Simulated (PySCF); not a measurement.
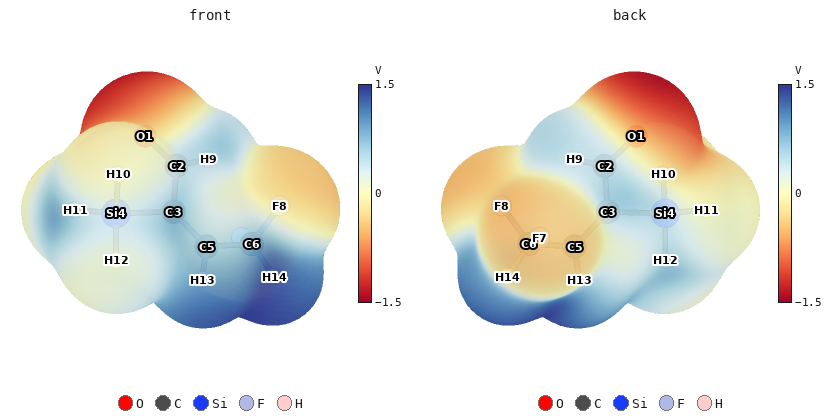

C4H6F2OSi (SMILES O=C/C([SiH3])=C\C(F)F). The electrostatic potential painted on the density surface at 0.001 e/bohr³, seen from the front and from behind; the colour scale runs from red (negative) to blue (positive).

Geometry: GFN2-xTB.

These are results of CAM-B3LYP/def2-SVPD, SCF density, gas phase in PySCF, not measurements.

| atom | x (Å) | y (Å) | z (Å) |
| --- | --- | --- | --- |
| O | 1.0537 | 2.2590 | 0.2561 |
| C | 0.1241 | 1.4896 | 0.2747 |
| C | 0.3436 | 0.0754 | -0.0451 |
| Si | 2.1852 | -0.2185 | -0.4283 |
| C | -0.6205 | -0.8450 | -0.0606 |
| C | -2.0711 | -0.5759 | 0.2456 |
| F | -2.2297 | -0.0696 | 1.4980 |
| F | -2.5942 | 0.3537 | -0.5982 |
| H | -0.8918 | 1.8283 | 0.5292 |
| H | 2.5353 | 0.5797 | -1.5967 |
| H | 2.9532 | 0.1203 | 0.7634 |
| H | 2.3029 | -1.6498 | -0.7282 |
| H | -0.3912 | -1.8717 | -0.3053 |
| H | -2.7001 | -1.4759 | 0.1733 |

Question: Where is the surface potential most negative and most positive?

Answer: The most negative region (about −1.4 V) lies over O1, the most positive (about +1.5 V) over C5, C6, H13 and H14. O1 is the likeliest acceptor of a hydrogen bond.

Question: What dipole moment does the calculation give?

Answer: Its dipole moment is 3.55 D.
